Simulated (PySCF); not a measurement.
CH3N, SMILES `C=N`.

Level of theory: CAM-B3LYP/def2-SVPD (PySCF), at a geometry from GFN2-xTB. No frequency check shows the geometry to be a minimum.

Input script:

```python
import numpy as np
from pyscf import gto, scf, dft, tdscf
from pyscf.scf import atom_ks, atom_hf
from scipy.linalg import block_diag

def solve(mol, dm0=None, hcore=None):
    mf = (dft.UKS if mol.spin else dft.RKS)(mol, xc='camb3lyp')
    mf.grids.level = 3
    mf = mf.density_fit(auxbasis='def2-universal-jkfit')
    mf.conv_tol, mf.max_cycle = 1e-8, 80
    if hcore is not None:
        mf.get_hcore = lambda *args: hcore
    mf.kernel(dm0)
    if not mf.converged:
        mf = mf.newton().run(mf.mo_coeff, mf.mo_occ, max_cycle=30)
    assert mf.converged, 'SCF not converged'
    return mf

mol = gto.M(atom='''
C      0.58111    -0.03135     0.00000
N     -0.65442     0.14804     0.00000
H      1.10085    -0.99585     0.00000
H      1.21665     0.84609     0.00000
H     -1.22321    -0.69845     0.00000
''', basis='def2-svpd', charge=0, spin=0, verbose=4)
mf = solve(mol)
td = mf.TDA()
td.nstates, td.singlet, td.conv_tol = 4, True, 1e-5
td.kernel()
td.analyze()
x, y = np.array([p[0] for p in td.xy]), np.array([p[1] + 0 * p[0] for p in td.xy])
f, mu = td.oscillator_strength(), td.transition_dipole()
nto = [td.get_nto(state=i + 1, verbose=4) for i in range(len(td.e))]
# spherically averaged free atoms, for the promolecule
atm = atom_ks.get_atm_nrks(mol, xc='camb3lyp')
pro = block_diag(*[(atm[a[0]][2] * atm[a[0]][3]) @ atm[a[0]][2].T for a in mol._atom])
np.savez('result.npz', e=td.e, f=f, ok=td.converged, w=[n[0] for n in nto], nto=[n[1] for n in nto], x=x, y=y, c=mf.mo_coeff, occ=mf.mo_occ, eps=mf.mo_energy, pro=pro, mu=mu)
```

Run with:

```sh
OMP_NUM_THREADS=1 python input.py
```

The run took 20 s on 1 thread of Intel(R) Xeon(R) 6975P-C (Granite Rapids), with other jobs on the host, peak memory 0.34 GiB.

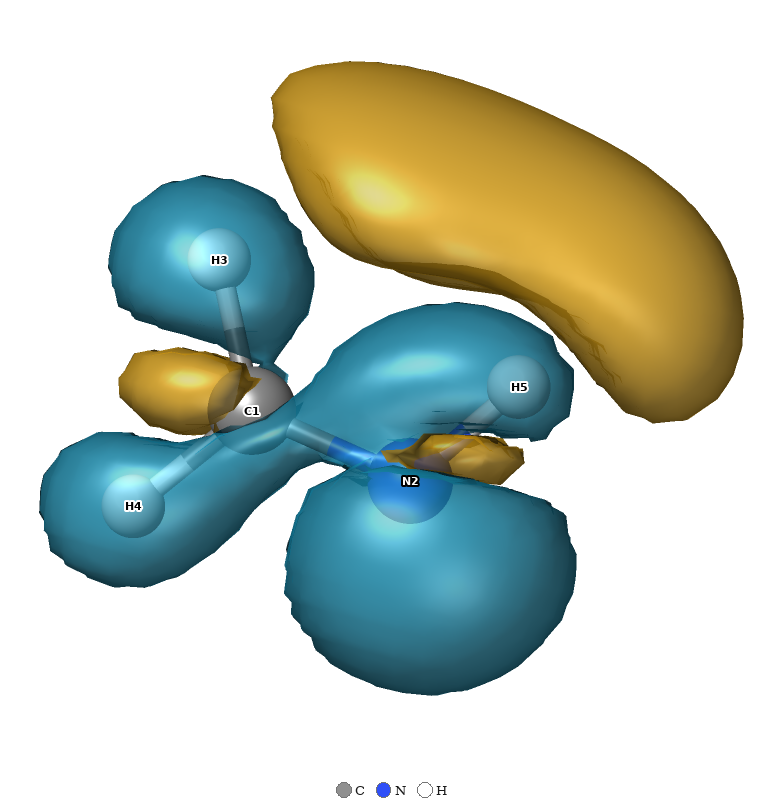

Unrelaxed difference density of S₂ less the ground state (TDA singlet states), ±0.015 e/Å³; yellow: gain, teal: loss.

> How does the charge move on excitation?

0.82 e is displaced in all, largely into diffuse regions outside the molecule. The state: 7.26 eV (171 nm), f = 0.005, n → diffuse (Rydberg-like) orbital; the leading pair carries 100 %; hole on N2 (64 %), C1 (14 %) and H3 and H5 (8 % each), electron on H5 (32 %), H3 (22 %) and C1 (20 %) (atom shares of so diffuse an orbital are rough); their centroids lie 1.0 Å apart.
